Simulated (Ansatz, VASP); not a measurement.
# ZnGe: VASP beside Ansatz, part 2 of 2

Aim: how closely do two programs agree when they are given the same cell, functional and k mesh? The cell is invented: As first built, before any earlier steps moved the atoms: it takes the TiZn structure with some of its atoms replaced by other elements, volume scaled by an estimate. It may not be a known or stable phase. The cell comes out of the VASP series on this material, whose earlier steps may have relaxed, scaled or displaced it; both programs get it as it stands.

VASP 6.6.1 and Ansatz 0.2.0.

So far: The structure; Ansatz: band structure, HSE06.

## (3) VASP: band structure, HSE06

Level of this step: HSE06; plane waves and PAW (Ge_d, Zn); invented cell (VASP).

The same cell, functional, mesh and smearing now go to VASP, with its own data sets and cutoff.

Lines of VASP's logs that name or quote its potential files are left out, and so is its time.

File INCAR:

```
SYSTEM = ZnGe
PREC = Accurate
ENCUT = 410
EDIFF = 1E-06
NELM = 100
ISMEAR = 0
SIGMA = 0.02
LREAL = .FALSE.
ALGO = Normal
LHFCALC = .TRUE.
AEXX = 0.25
GGA = PE
HFSCREEN = 0.2
LASPH = .TRUE.
PRECFOCK = Fast
LORBIT = 11
LWAVE = .FALSE.
LCHARG = .FALSE.
KPAR = 4
```

File POSCAR:

```
ZnGe
1.0
    3.2898053742      0.0000000000      0.0000000000
    0.0000000000      3.2898053742      0.0000000000
    0.0000000000      0.0000000000      3.2898053742
Ge Zn
1 1
Direct
    0.5000000000      0.5000000000      0.5000000000
    0.0000000000      0.0000000000      0.0000000000
```

File KPOINTS:

```
Automatic mesh
0
Gamma
4 4 4
0 0 0
```

File KPOINTS_OPT:

```
Line mode
10
Line-mode
Reciprocal
  0.00000000   0.00000000   0.00000000 GAMMA
  0.00000000   0.50000000   0.00000000 X

  0.00000000   0.50000000   0.00000000 X
  0.50000000   0.50000000   0.00000000 M

  0.50000000   0.50000000   0.00000000 M
  0.00000000   0.00000000   0.00000000 GAMMA

  0.00000000   0.00000000   0.00000000 GAMMA
  0.50000000   0.50000000   0.50000000 R

  0.50000000   0.50000000   0.50000000 R
  0.00000000   0.50000000   0.00000000 X

  0.50000000   0.50000000   0.00000000 M
  0.50000000   0.50000000   0.50000000 R
```

Potentials, in the order of the species: Ge_d and Zn (PBE family, release 64).

Started as:

```bash
$ mpirun -np 4 vasp_std
```

Numbers of over 12 decimals in the logs are rounded to 6 here.

The program printed:

```text
[banner, memory and clock lines left out]
running    4 mpi-ranks, on    1 nodes
 distrk:  each k-point on    1 cores,    4 groups
 distr:  one band on    1 cores,    1 groups

 POSCAR found type information on POSCAR GeZn
 POSCAR found :  2 types and       2 ions
 LDA part: xc-table for (Slater+PW92), standard interpolation
 found WAVECAR, reading the header
 POSCAR, INCAR and KPOINTS ok, starting setup
 FFT: planning ... GRIDC
 FFT: planning ... GRID_SOFT
 FFT: planning ... GRID
 reading WAVECAR
 the WAVECAR file was read successfully
 initial charge from wavefunction
 entering main loop
       N       E                     dE             d eps       ncg     rms          rms(c)
DAV:   1    -0.615232415486E+01   -0.61523E+01   -0.12138E+00   446   0.271E+01    0.162E+00
DAV:   2    -0.611476910521E+01    0.37555E-01   -0.21071E-01   404   0.851E+00    0.563E-01
DAV:   3    -0.611565672544E+01   -0.88762E-03   -0.23420E-02   436   0.266E+00    0.358E-01
DAV:   4    -0.611567664705E+01   -0.19922E-04   -0.17862E-03   383   0.596E-01    0.197E-01
DAV:   5    -0.611560621898E+01    0.70428E-04   -0.11692E-04   450   0.221E-01    0.118E-01
DAV:   6    -0.611558232690E+01    0.23892E-04   -0.13863E-05   371   0.459E-02    0.723E-02
DAV:   7    -0.611557069273E+01    0.11634E-04   -0.13401E-06   257   0.197E-02    0.435E-02
DAV:   8    -0.611556530718E+01    0.53856E-05   -0.75331E-07   197   0.840E-03    0.259E-02
DAV:   9    -0.611556262502E+01    0.26822E-05   -0.30059E-07   188   0.495E-03    0.153E-02
DAV:  10    -0.611556084849E+01    0.17765E-05   -0.93920E-08   181   0.344E-03    0.909E-03
DAV:  11    -0.611556043076E+01    0.41773E-06   -0.53895E-08   180   0.214E-03
   1 F= -.61155604E+01 E0= -.61145257E+01  d E =-.206938E-02
 Start KPOINTS_OPT (optional k-point list driver)
k-point batch [1-10\60]
       N       E                     dE             ncg
DAV:   1    -0.111458839963E+04   -0.42674E+04      348
DAV:   2    -0.263720794444E+04   -0.15226E+04      340
DAV:   3    -0.278761894351E+04   -0.15041E+03      410
DAV:   4    -0.279212741517E+04   -0.45085E+01      389
DAV:   5    -0.279220933743E+04   -0.81922E-01      393
DAV:   6    -0.279221143518E+04   -0.20977E-02      393
DAV:   7    -0.279221151131E+04   -0.76135E-04      403
DAV:   8    -0.279221151525E+04   -0.39391E-05      375
DAV:   9    -0.279221151548E+04   -0.22959E-06      259
[...]
k-point batch [51-60\60]
       N       E                     dE             ncg
DAV:   1    -0.128431518866E+04   -0.11905E+05      340
DAV:   2    -0.266839654783E+04   -0.13841E+04      340
DAV:   3    -0.279351856670E+04   -0.12512E+03      364
DAV:   4    -0.279687755749E+04   -0.33590E+01      390
DAV:   5    -0.279696448289E+04   -0.86925E-01      411
DAV:   6    -0.279696916180E+04   -0.46789E-02      383
DAV:   7    -0.279696946962E+04   -0.30782E-03      390
DAV:   8    -0.279696949311E+04   -0.23489E-04      321
DAV:   9    -0.279696949535E+04   -0.22341E-05      263
DAV:  10    -0.279696949598E+04   -0.63305E-06      242
```

Parts of OUTCAR (step 3):

```text
ion  position               nearest neighbor table
   1  0.500  0.500  0.500-   2 2.85   2 2.85   2 2.85   2 2.85   2 2.85   2 2.85   2 2.85   2 2.85

  LATTYP: Found a simple cubic cell.
 ALAT       =     3.2898053742

 Subroutine GETGRP returns: Found 48 space group operations
 (whereof 48 operations were pure point group operations)

The static configuration has the point symmetry O_h .

 Found     10 irreducible k-points:

   k-points           NKPTS =     10   k-points in BZ     NKDIM =     64   number of bands    NBANDS=     17

   dimension x,y,z NGX =    24 NGY =   24 NGZ =   24
   dimension x,y,z NGXF=    48 NGYF=   48 NGZF=   48

   ENCUT  =  410.0 eV  30.13 Ry    5.49 a.u.   5.43  5.43  5.43*2*pi/ulx,y,z

   NELECT =      26.0000    total number of electrons

 k-points in reciprocal lattice and weights: Automatic mesh
   0.00000000  0.00000000  0.00000000       0.016
   0.25000000  0.00000000  0.00000000       0.094
   0.50000000  0.00000000  0.00000000       0.047
   0.25000000  0.25000000  0.00000000       0.188
   0.50000000  0.25000000  0.00000000       0.188
   0.50000000  0.50000000  0.00000000       0.047
   0.25000000  0.25000000  0.25000000       0.125
   0.50000000  0.25000000  0.25000000       0.188
   0.50000000  0.50000000  0.25000000       0.094
   0.50000000  0.50000000  0.50000000       0.016

  exchange ACFDT corr.  =         0.00000000  see jH, gK, PRB 81, 115126

 average (electrostatic) potential at core
       1 -67.5640       2 -27.3664

 E-fermi :   4.1915

 k-point     1 :       0.0000    0.0000    0.0000
  band No.  band energies     occupation
    ...
      7      -4.9390      2.00000
      8      -4.9390      2.00000
      9      -4.6193      2.00000
     10      -4.6193      2.00000
     11      -4.6193      2.00000
     12       6.2511      0.00000
     13       6.2511      0.00000
     14       6.2511      0.00000
     15       7.2781      0.00000
     16      11.1619      0.00000
    ...

 k-point     2 :       0.2500    0.0000    0.0000
  band No.  band energies     occupation
    ...
      8      -4.8587      2.00000
      9      -4.6958      2.00000
     10      -4.6958      2.00000
     11      -4.6144      2.00000
     12       0.8362      2.00000
     13       7.2667      0.00000
     14       7.2667      0.00000
     15       9.1906      0.00000
     16      11.8876      0.00000
     17      15.5500      0.00000

 k-point     3 :       0.5000    0.0000    0.0000
  band No.  band energies     occupation
    ...
      8      -4.8991      2.00000
      9      -4.7693      2.00000
     10      -4.7693      2.00000
     11      -4.6097      2.00000
     12      -2.7399      2.00000
     13       9.1278      0.00000
     14       9.1278      0.00000
     15      11.1026      0.00000
     16      12.2968      0.00000
     17      12.3981      0.00000

  energy-cutoff  :      410.00
  volume of cell :       35.60
      direct lattice vectors                 reciprocal lattice vectors
     3.289805374  0.000000000  0.000000000     0.303969350  0.000000000  0.000000000
     0.000000000  3.289805374  0.000000000     0.000000000  0.303969350  0.000000000
     0.000000000  0.000000000  3.289805374     0.000000000  0.000000000  0.303969350

 POSITION                                       TOTAL-FORCE (eV/Angst)
 -----------------------------------------------------------------------------------
      1.64490      1.64490      1.64490         0.000000      0.000000      0.000000
      0.00000      0.00000      0.00000         0.000000      0.000000      0.000000
 -----------------------------------------------------------------------------------
    total drift:                               -0.000006     -0.000005     -0.000006

  FREE ENERGIE OF THE ION-ELECTRON SYSTEM (eV)
  ---------------------------------------------------
  free  energy   TOTEN  =        -6.1155604308 eV

  energy  without entropy=       -6.1134910470  energy(sigma->0) =       -6.11452574

 total charge
# of ion       s       p       d       tot
------------------------------------------
    1        1.271   0.921  10.012  12.204
    2        0.577   0.331   9.782  10.689
--------------------------------------------------
tot          1.848   1.251  19.793  22.893

[... 3 further parts left out ...]
```

## (4) Comparison

Known differences besides the PAW data sets themselves: exact exchange at q = 0 is treated differently, which shows on coarse meshes; VASP keeps PBE cores, Ansatz makes them for the functional; the cutoff is 420 eV in Ansatz and 410 eV in VASP; VASP takes a coarser grid for exact exchange (PRECFOCK = Fast). Total energies have different zeros and are not compared.

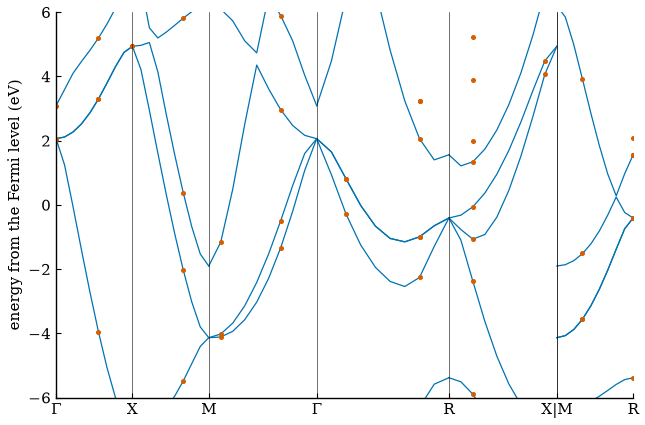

Bands from VASP (lines) and levels from Ansatz (dots). Dots without a line are higher empty bands that the VASP plot leaves out.

Levels from 3 eV below to 2 eV above the Fermi level differ by 5 meV r.m.s. and 15 meV at most; each VASP level is matched to the nearest of Ansatz, which flatters the figure a little.

## (5) Results

| Item | Value |
| --- | --- |
| r.m.s. difference of levels near the Fermi level (band structure, HSE06) | 5.1 meV |

What this shows: The r.m.s. difference of levels near the Fermi level is 5.1 meV (band structure, HSE06), within the 80 meV picked in this series as the mark of a large difference. How closely two codes agree says nothing of how well the functional describes the real material.

[Lines on the potential files, build, host, timing and source positions are cut from VASP's logs without a mark.]

[Logs are printed without paths, hosts, clocks, repeated set-up lines and the standing remarks that a program may print on its own settings, such as how far it seeks lower states.]

[Hosts, paths, dates, database ids (printed as entryN), source tags and the programs' standing remarks are cut or masked in the printed files.]
